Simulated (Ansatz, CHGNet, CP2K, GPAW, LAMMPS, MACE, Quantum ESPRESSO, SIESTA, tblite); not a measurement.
## Liquid (Rb,Cs)Cl at 1000 K (84 atoms): one structure in several programs

Wanted: errors and costs of other methods on liquid (Rb,Cs)Cl at 1000 K (84 atoms). A plane-wave run serves as the reference.

Method: Kohn-Sham DFT, PBE, PAW, plane waves, in Ansatz 0.2.0.

**1. Set-up**

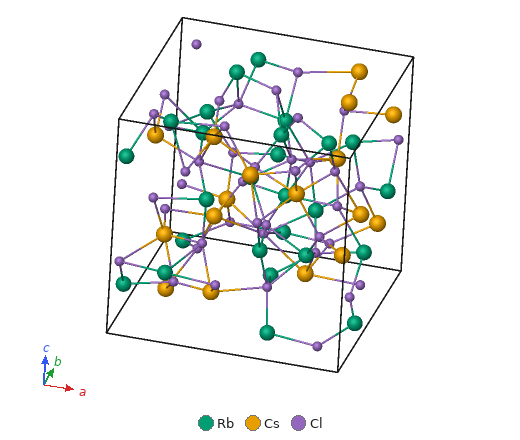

Start, viewed from a free direction; rubidium teal, caesium orange, chlorine purple. Bonds to atoms that aren't drawn are left out. Some periodic images of atoms are drawn too.

The cell holds 84 atoms: 25 Rb, 17 Cs and 42 Cl. Cell: a = 15.586 Å, b = 15.586 Å, c = 15.586 Å, α = 90.0°, β = 90.0°, γ = 90.0°. 84 atoms (25 Rb, 17 Cs, 42 Cl) placed at random at 2.58 g/cm³, melted at 1800 K for 10 ps at fixed volume with the Lennard-Jones and Coulomb ion parameters for SPC/E (Joung and Cheatham, J. Phys. Chem. B 112, 9020 (2008)), full charges. Snapshot at the end of a hold of 20 ps at 1000 K and fixed volume.

**2. The reference run**

The PAW files are the set soft_2.

Contents of input.yaml:

```yaml
crystal:
  lattice:
    - [15.586, 0.0, 0.0]
    - [0.0, 15.586, 0.0]
    - [0.0, 0.0, 15.586]
  atoms:
    - { symbol: Rb, position: [0.57887, 0.23343, 0.38236] }
    - { symbol: Rb, position: [0.93059, 0.61764, 0.25504] }
    - { symbol: Rb, position: [0.50103, 0.93524, 0.12049] }
    - { symbol: Rb, position: [0.45649, 0.50489, 0.57218] }
    [... 74 atom lines left out ...]
    - { symbol: Cl, position: [0.53502, 0.89364, 0.89296] }
    - { symbol: Cl, position: [0.87666, 0.12122, 0.04149] }
    - { symbol: Cl, position: [0.2768, 0.8966, 0.46903] }
    - { symbol: Cl, position: [0.32165, 0.26692, 0.35237] }
    - { symbol: Cl, position: [0.03812, 0.72448, 0.63035] }
    - { symbol: Cl, position: [0.08923, 0.53114, 0.34515] }
kpoints:
  mp_grid: { grid: [1, 1, 1] }
hamiltonian:
  xc: pbe
scf:
  occupations: { method: fermi_dirac, width: 0.05 }
output:
  forces: true
  eigenvalues: true
  populations: true
  stress: true
```

Launch:

```
$ ansatz run input.yaml --threads 8 --pin off --max-ram 15872MiB --backend cpu --events-out ev --progress --plain --runs-dir out
```

Numbers of over 12 decimals in the logs are rounded to 6 here.

What it wrote:

```text
[...]
Pseudopotentials: kind: paw
Pseudopotential: Rb, paw, valence charge 9, recommended cutoff 420 eV (normal), Rb.paw.azcp
Pseudopotential: Cs, paw, valence charge 9, recommended cutoff 420 eV (normal), Cs.paw.azcp
Pseudopotential: Cl, paw, valence charge 7, recommended cutoff 420 eV (normal), Cl.paw.azcp
[... 5 lines on functional and potentials left out ...]
Crystal: 84 atoms, lattice volume = 3786.204 Å³
Basis set: ecut = 420 eV, 74125 PW (Γ), exchange–correlation on 216×216×216 points (8 copies of the dense FFT grid, shifted against one another)
Bands: 420, of which v1, the nominal top of the filled ones, is band 336 counted from 1 (335 counted from 0)
Symmetry: 1 space group operations
Space group: P1 (ITA 1), of the structure as read, at distance tolerance 1.6e-4 Å
k-points: 1
[... 7 lines on functional and potentials left out ...]
Initial density: superposition of atomic densities (neutral atoms: chi_scale 0, normalization atom), corrected by the library's trained network
Initial wavefunctions: pseudopotential atomic-orbital guess
[...]
SCF iter   1: F=—  HF=-223575.450365 eV  |F-HF|=—  |Δ(HF+E_count)|=         —  Δρ=6.25e-4  dr2=5.27e-2  ethr=1.77e-3  ⟨swp⟩=10.0  Hψ=2023  notcnv=0  defer=48
preconditioner: auto → Resta (q_TF=auto, 2.045 Å⁻¹)  ε∞=2.6  [insulator: Δε(μ)=3.715 eV  Ē_g=11.626 eV  σ=0.050 eV  W_gap=1.00  n_scr=514 (ndim 8)  ℏωp=14.6 eV  f_vac=0.210  D(μ)=0.00/eV (n_scr^D=0)  ε∞_Penn≈2.6]
[...]
SCF iter   6: F=—  HF=-223575.454130 eV  |F-HF|=—  |Δ(HF+E_count)|=   4.13e-3  Δρ=3.24e-6  dr2=5.59e-7  ethr=1.62e-9  ⟨swp⟩=2.0  Hψ=674  notcnv=0  defer=64
SCF iter   7: F=-223575.454130 eV  HF=-223575.454130 eV  |F-HF|=2.09e-8  |Δ(HF+E_count)|=   3.85e-7  Δρ=8.82e-7  dr2=5.27e-8  ethr=1.49e-11  ⟨swp⟩=16.0  Hψ=2751  notcnv=0
SCF 1 converged in 7 iterations: F = -223575.454130 eV  dr2 = 5.27e-8
[...]
SCF converged after 7 iterations
Free energy (F): -223575.454130 eV
Harris-Foulkes:  -223575.454130 eV  (|F-HF|=2.09e-8)
Internal energy: -223575.454130 eV  (E = F + TS)
E sigma→0 (E₀):  -223575.454130 eV
Fermi energy:    2.631956 eV
--- Per-component energies (eV) ---
[...]
Σ components = -223575.454130   (vs F -223575.454130, Δ=0.00e0)
--- Forces (eV/Å), atoms counted from 1 ---
  atom   1  Rb    -0.14077677    -0.32724985     0.15232852
  atom   2  Rb    -0.00087637    -0.00923928    -0.14013733
  atom   3  Rb    -0.32050046     0.00812522    -0.11949934
  atom   4  Rb    -0.86570487    -1.32199180     0.44813696
[...]
atom  84  Cl    -0.19942129     0.19510723     0.20941077
  max |Σ_I F_I| component: 5.17e-5 eV/Å
--- Stress (GPa, compression-positive) ---
        0.700531      -0.020775       0.064457
       -0.020775       0.911412       0.150318
        0.064457       0.150318       0.719070
  P = ⅓ Tr σ = 0.7770 GPa (7.770 kbar)
--- Band table (eV) ---
  k-point 0: bands = ["-25.0481", "-25.0013", "-24.8629", "-24.8458", [... 404 levels ...], "7.5295", "7.5427", "7.5604", "7.5780", "7.6058", "7.6316", "7.6411", "7.6575", "7.6718", "7.6854", "7.7042", "7.7100"]
--- Löwdin populations: 84 sites ---
  site symbol       q [e]
     0     Rb      8.1771
     1     Rb      8.1916
     2     Rb      8.2097
[...]
83     Cl      7.7595
  spilling = 0.004556 (of n_electrons = 672.000000)
```

It took 23 s on 8 threads of Arm Neoverse V2, shared host; peak memory 4.5 GiB.

In the SCF lines HF is the Harris–Foulkes energy and dr2 the Hartree energy of the density residual, in eV; the loop may stop once dr2 is under the threshold and the program's other checks hold. Hψ counts applications of the Hamiltonian.

The run gave:

```yaml
free_energy: -223575.4541 eV
free_energy_per_atom: -2661.6125 eV/atom
scf_cycles: 7
pressure: 0.777 GPa
r_m_s_force_component: 0.3246 eV/Å
longest_force: 1.643 eV/Å
fermi_energy: 2.632 eV
spacing_of_highest_filled_and_lowest_empty_level: 3.753 eV
spilling_of_the_projection: 0.004556
```

Length of the force by element:

| element | coordination | atoms | mean length of the force (eV/Å) | spread | least | most |
| --- | --- | --- | --- | --- | --- | --- |
| Cl | all | 42 | 0.484 | 0.247 | 0.113 | 1.08 |
| Cs | all | 17 | 0.591 | 0.201 | 0.217 | 0.979 |
| Rb | all | 25 | 0.464 | 0.291 | 0.121 | 1.64 |

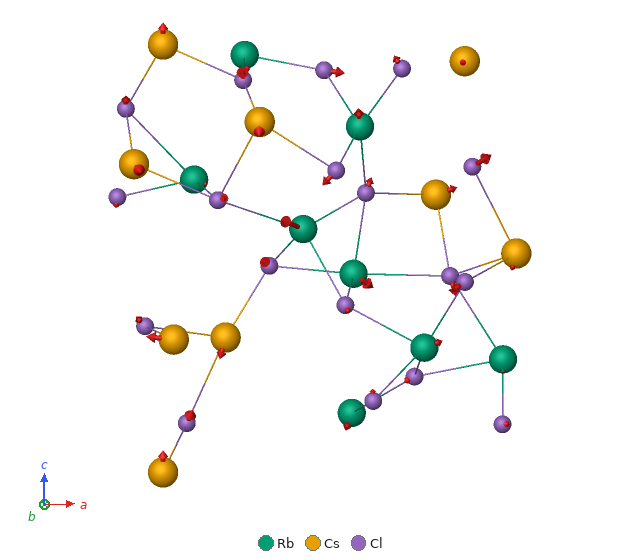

Forces as arrows; the longest in the cell is 1.64 eV/Å. Drawn is a slice 7 Å thick, seen along the normal of the ac plane. Bonds to atoms that aren't drawn are left out.

Löwdin charges by element (they lack the spilled electrons, 0.036 e an atom on average):

| element | coordination | atoms | mean charge (e) | spread | least | most |
| --- | --- | --- | --- | --- | --- | --- |
| Cl | all | 42 | -0.745 | 0.0058 | -0.759 | -0.733 |
| Cs | all | 17 | 0.835 | 0.0095 | 0.821 | 0.864 |
| Rb | all | 25 | 0.806 | 0.0107 | 0.789 | 0.828 |

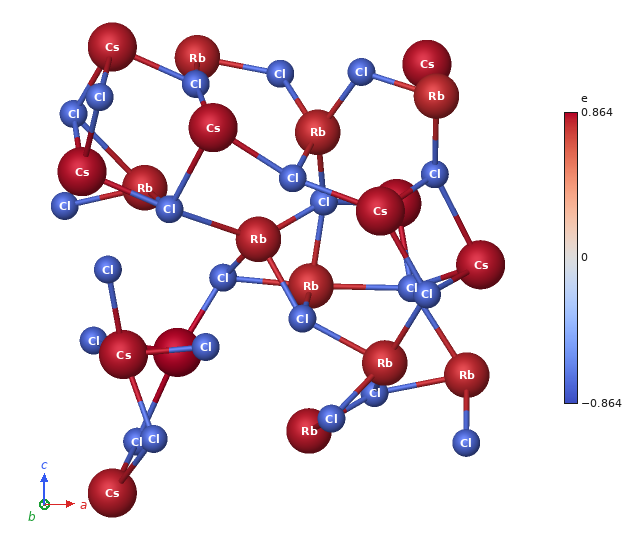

Atoms coloured by Löwdin charge. Drawn is a slice 7 Å thick, seen along the normal of the ac plane. Bonds to atoms that aren't drawn are left out.

The levels nearest the highest filled one (over half full), pooled over k-points and spins:

| level less the highest filled one (eV) | occupation |
| --- | --- |
| -0.167 | 2 |
| -0.074 | 2 |
| -0.0661 | 2 |
| -0.0416 | 2 |
| -0.0377 | 2 |
| 0 | 2 |
| 3.75 | 0 |
| 4.49 | 0 |
| 4.66 | 0 |
| 4.67 | 0 |
| 4.71 | 0 |
| 4.80 | 0 |

**3. Structure statistics**

Density 2.58 g/cm³, 45.07 Å³ an atom.

g(r), total and by pair (bins of 0.2 Å):

```csv
r (Å),total,Cl-Cl,Cl-Rb,Cl-Cs,Rb-Rb,Rb-Cs,Cs-Cs
2.80,0.15,0.00,0.52,0.00,0.00,0.00,0.00
3.00,1.36,0.00,3.14,2.10,0.00,0.00,0.00
3.20,2.33,0.00,4.19,5.15,0.48,0.00,0.00
3.40,1.47,0.14,2.54,3.15,0.00,0.30,0.00
3.60,1.48,0.13,2.58,3.06,0.74,0.00,0.00
3.80,0.94,0.46,1.19,1.60,0.35,0.47,1.44
4.00,0.88,0.84,1.25,0.81,0.91,0.45,0.00
4.20,0.97,1.53,0.58,0.48,0.83,1.20,2.42
4.40,1.25,1.85,0.52,0.33,2.51,2.38,1.58
4.60,0.89,1.77,0.41,0.30,0.68,1.51,0.51
4.80,1.14,1.71,0.31,0.27,2.30,1.83,3.58
5.00,0.83,1.43,0.46,0.34,1.53,0.56,1.65
5.20,0.80,1.27,0.37,0.63,0.72,1.20,0.78
5.40,1.17,1.69,0.53,0.66,2.15,1.71,1.43
5.60,0.82,0.98,0.59,0.40,1.39,1.47,0.32
5.80,0.86,0.97,0.89,0.31,0.72,1.47,1.24
6.00,0.88,1.42,0.56,0.58,1.06,0.79,1.15
6.20,0.91,0.79,0.59,0.98,1.25,1.74,0.54
6.40,1.05,0.96,1.19,1.23,0.95,0.86,0.50
6.60,1.19,0.78,1.49,1.21,0.89,1.38,1.45
6.80,1.17,0.74,1.40,1.55,1.26,0.92,0.67
7.00,1.14,0.83,1.55,1.35,0.49,0.87,1.06
7.20,1.06,0.82,1.63,1.22,0.46,0.68,0.00
7.40,1.02,0.66,1.33,1.65,0.18,0.71,0.57
7.60,0.94,0.68,1.27,1.39,0.41,0.49,0.37
```

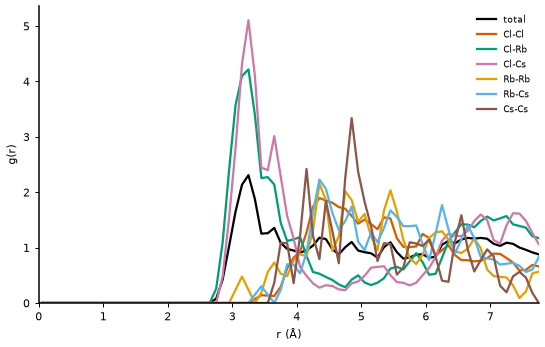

Pair distribution functions, lightly smoothed.

**4. The ladder**

The programs:
- CHGNet: machine-learned potential, published weights.
- CP2K 2026.2: Gaussian basis with GTH pseudopotentials and a plane-wave density; labels give functional, basis (MOLOPT sets; SR short-range, UZH the newer set with its own potentials), grid cutoff/relative cutoff and solver (OT: orbital transformation; TRS4, TC2, SIGN: linear-scaling purification with its sparsity filter), or its built-in tight binding.
- GPAW 26.7.0: PAW with atomic orbitals (LCAO), plane waves or a real-space grid of spacing h.
- MACE: machine-learned potential, published weights.
- Quantum ESPRESSO 7.5: plane waves; labels (QE) give functional, pseudopotential set and cutoffs of waves/density.
- SIESTA 5.4.2: numerical atomic orbitals, whose automatically made sets are far from complete, with PseudoDojo norm-conserving potentials that we converted to its format (checked against plane waves on the same files for H, C, O, Si, Ge and Ca alone); labels give functional, basis size, energy shift and mesh cutoff.
- tblite 0.8.0: extended tight binding, driven from Python.

All use the same cell and atoms; the electronic-structure runs use the same k-mesh, and an electronic temperature of 580 K (0.05 eV) where levels are smeared.

Differences are against the plane-wave reference, forces as r.m.s. over components; share is that over the reference's r.m.s. force, slope the least-squares factor from reference forces to these. Total energies of different programs have different zeros and aren't compared.

```csv
run,"Δ force, r.m.s. (meV/Å)",share (%),slope,Δ pressure (GPa),Δ gap (eV),cores,CPU time,memory (GiB)
reference,-,-,-,-,-,8,3 min,4.5
CHGNet 0.3.0 potential,54.4,16.8,0.965,-0.135,-,1,2.8 s,0.48
CHGNet r2SCAN potential,90.5,27.9,0.769,-0.636,-,1,2.8 s,0.49
"CP2K GFN1-xTB, OT DIIS",848,261,1.305,-17.7,-,1,5 s,0.48
"CP2K PBE, DZVP-MOLOPT-SR, 244/50 Ry, OT CG (coarse)",37.7,11.6,1.109,0.133,-0.0899,2,10 min,1.6
"CP2K PBE, DZVP-MOLOPT-SR, 350/50 Ry, OT CG",37.7,11.6,1.109,0.132,-0.0897,2,14 min,2.3
"CP2K PBE, SZV-MOLOPT-SR, 350/50 Ry, OT CG (coarse)",226,69.5,1.650,1.26,-1.91,1,7.7 min,2.0
"CP2K PBE, TZV2P-MOLOPT (SR for Rb, Cs), 350/50 Ry, OT CG",25.5,7.84,1.071,0.163,-0.0349,4,17 min,5.6
"GPAW LDA, LCAO dzp, h 0.2 Å",69.6,21.4,0.964,-,-0.459,1,9.7 min,3.5
"GPAW PBE, LCAO dzp, h 0.2 Å",82.0,25.3,1.161,-,-0.154,1,11 min,3.5
"GPAW PBE, LCAO dzp, h 0.28 Å (coarse)",126,38.7,1.143,-,-0.150,1,4.4 min,1.6
"GPAW PBE, LCAO szp(dzp), h 0.2 Å (coarse)",109,33.6,1.183,-,-0.416,1,6.1 min,3.2
"GPAW PBE, plane waves 550 eV",6.34,1.95,1.017,-0.0176,-0.0037,4,14 min,4.3
MACE MP-0b3 medium potential,37.5,11.6,1.027,-0.461,-,1,6.4 s,0.72
"QE PBE, sssp-1.3.0-efficiency, 45/360 Ry",4.79,1.48,0.994,-0.0243,8.0e-4,4,26 min,9.5
"SIESTA PBE, DZ, shift 0.01 Ry, mesh 300 Ry (coarse)",85.7,26.4,1.202,-1.48,-1.03,1,1.8 min,1.3
"SIESTA PBE, DZP, shift 0.01 Ry, mesh 300 Ry",108,33.4,1.268,-0.168,-0.637,2,4.1 min,2.5
"SIESTA PBE, SZ, shift 0.02 Ry, mesh 300 Ry (coarse)",92.8,28.6,1.145,-2.49,-2.52,1,94 s,1.1
"SIESTA PBE, SZ, shift 0.02 Ry, mesh 300 Ry, orbital minimisation (coarse)",92.8,28.6,1.145,-2.49,-,1,2.1 min,1.1
"SIESTA PBE, SZP, shift 0.01 Ry, mesh 300 Ry (coarse)",163,50.1,1.406,0.0981,-0.947,1,3.6 min,2.0
tblite IPEA1-xTB,730,225,1.463,-2.63,-,1,2.6 s,0.2
```

Rows marked coarse were listed beforehand as settings not expected to be converged; some can still land near the reference.

Times of the machine-learned potentials are mostly Python's start and the loading of weights.

CPU time is summed over cores on a shared host, where runs went side by side, so it is rough. Symmetry, cutoffs, thresholds, outputs and thread counts weren't matched or tuned between programs; memory under MPI is the largest rank's times the ranks.

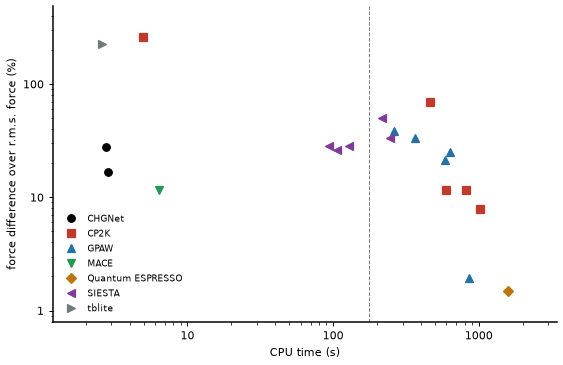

Force difference against CPU time; the dashed line marks the reference's time.

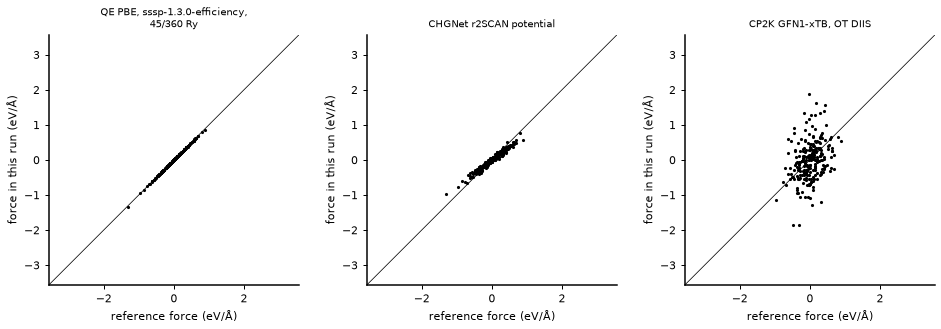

Force components against those of the reference; the line marks equality. Points beyond the frame are left out.

Runs without a result: tblite GFN2-xTB (not converged); SIESTA PBE, SZ, shift 0.02 Ry, mesh 300 Ry, order-N, radius 3.5 Å, eta -2.2 eV (stopped at the start: stopping program Stopping Program from Node:    1); SIESTA PBE, SZ, shift 0.02 Ry, mesh 300 Ry, order-N, radius 4.5 Å, eta -2.2 eV (stopped at the start: stopping program Stopping Program from Node:    0).

Mean charges by element (e), by run and scheme:

| run | scheme | Rb | Cs | Cl |
| --- | --- | --- | --- | --- |
| reference | Löwdin | +0.81 | +0.83 | -0.74 |
| CP2K GFN1-xTB, OT DIIS | Mulliken | +1.04 | +1.15 | -1.08 |
| CP2K PBE, DZVP-MOLOPT-SR, 244/50 Ry, OT CG | Mulliken | +0.50 | +0.73 | -0.60 |
| CP2K PBE, DZVP-MOLOPT-SR, 350/50 Ry, OT CG | Mulliken | +0.50 | +0.73 | -0.60 |
| CP2K PBE, TZV2P-MOLOPT (SR for Rb, Cs), 350/50 Ry, OT CG | Mulliken | +0.77 | +0.93 | -0.84 |
| SIESTA PBE, DZP, shift 0.01 Ry, mesh 300 Ry | Hirshfeld | +0.35 | +0.35 | -0.35 |
| tblite IPEA1-xTB | Mulliken | +0.45 | +0.56 | -0.49 |

The reference's Löwdin charges lack the electrons that the projection spills, 0.036 e an atom on average.

Within one program, basis, potentials and functional, energies share a zero. Each run against its twin at the usual cutoff or grid and solver:

```
                                                             run                              twin  Δ energy (meV/atom)  Δ force, r.m.s. (meV/Å)  CPU time over the twin's
                      CP2K PBE, DZVP-MOLOPT-SR, 244/50 Ry, OT CG  DZVP-MOLOPT-SR, 350/50 Ry, OT CG              -0.0694                     3.27                      0.73
                                    GPAW PBE, LCAO dzp, h 0.28 Å                 LCAO dzp, h 0.2 Å                  195                     91.6                      0.41
SIESTA PBE, SZ, shift 0.02 Ry, mesh 300 Ry, orbital minimisation    SZ, shift 0.02 Ry, mesh 300 Ry                    0                    0.022                       1.4
```

**5. Outcome**

| Property | Result |
| --- | --- |
| reference r.m.s. force component | 0.325 eV/Å |
| nearest in forces | QE PBE, sssp-1.3.0-efficiency, 45/360 Ry, 1.5 % |
| farthest in forces | CP2K GFN1-xTB, OT DIIS, 261 % |
| cheapest electronic-structure run beside the reference | tblite IPEA1-xTB, 2.6 s of CPU time |

**Reading.** PBE on plane waves or a grid with other potentials, cutoffs or grids, coarse settings apart, differs from the reference by 1.5 % (QE PBE, sssp-1.3.0-efficiency, 45/360 Ry) to 2.0 % (GPAW PBE, plane waves 550 eV) of the r.m.s. force; this holds the reference's own error, so differences of a few per cent don't tell which side is nearer the exact PBE result (QE's 45 Ry are 612 eV, against the reference's 420 eV). The PBE runs in local orbitals, coarse settings apart, differ by 7.8 % (CP2K PBE, TZV2P-MOLOPT (SR for Rb, Cs), 350/50 Ry, OT CG) to 33 % (SIESTA PBE, DZP, shift 0.01 Ry, mesh 300 Ry); basis, grid and potentials can all enter. Tight binding differs by 225 % (tblite IPEA1-xTB) to 261 % (CP2K GFN1-xTB, OT DIIS); it is another model, with fitted parameters of its own, and the xTB methods hold dispersion. Machine-learned potentials differ by 12 % (MACE MP-0b3 medium potential) to 28 % (CHGNet r2SCAN potential); they were trained on other programs' data, some at another functional. Rows with another functional or a dispersion term differ by 21 % (GPAW LDA, LCAO dzp, h 0.2 Å), which mixes the change of model with differences of basis and potentials. IPEA1-xTB was fitted to ionisation energies and electron affinities, not to forces or charges. Runs with settings chosen to be coarse differ by 12 % (CP2K PBE, DZVP-MOLOPT-SR, 244/50 Ry, OT CG) to 70 % (CP2K PBE, SZV-MOLOPT-SR, 350/50 Ry, OT CG), their programs' other errors included. Of the electronic-structure runs that take under half the reference's CPU time, tblite IPEA1-xTB comes nearest, at 225 % in 2.6 s against 3 min, too far off to be of use; its pressure misses by -2.6 GPa. CP2K PBE, SZV-MOLOPT-SR, 350/50 Ry, OT CG stiffens the forces by a factor of 1.65 while following their directions (correlation 0.989). At the same functional, gaps differ from the reference's 3.75 eV by between -2.52 and +0.00 eV. In pressure, SIESTA PBE, SZ, shift 0.02 Ry, mesh 300 Ry misses by -2.5 GPa, at the same functional. Charges hang on model, scheme and program or settings: among these rows the mean for Cs runs from +0.35 to +1.15 e. In the reference: filled and empty levels are parted by 3.75 eV (at Γ alone); a semilocal functional tends to put such gaps too low. In a disordered cell it changes from sample to sample and from frame to frame. In the reference: mean Löwdin charges: Cl -0.74, Cs +0.83, Rb +0.81 e (they miss 0.46 % of the electrons, so they add up to more than the cell's charge). Periodic xTB results under one method name differ between programs and library versions. The frame stands for 1000 K, but pressures are static and levels are smeared at 580 K. The network of bonds at the start is that of the classical potential that made the cell, and needn't be the one that DFT or experiment would give. The ion parameters were fitted for water, not for melts, so the starting structure of this cell may lie well off the real melt's. The electronic-structure runs sample only Γ, in a cell whose shortest periodic width is 16 Å. Spin–orbit coupling is left out, which matters for the levels of the heavy elements.

[Also dropped from logs without a mark: logging warnings of Python, and SIESTA's first energy breakdown and zero terms.]

[Logs are printed without paths, hosts, clocks, repeated set-up lines and the standing remarks that a program may print on its own settings, such as how far it seeks lower states.]

[Hosts, paths, dates, database ids (printed as entryN), source tags and the programs' standing remarks are cut or masked in the printed files.]
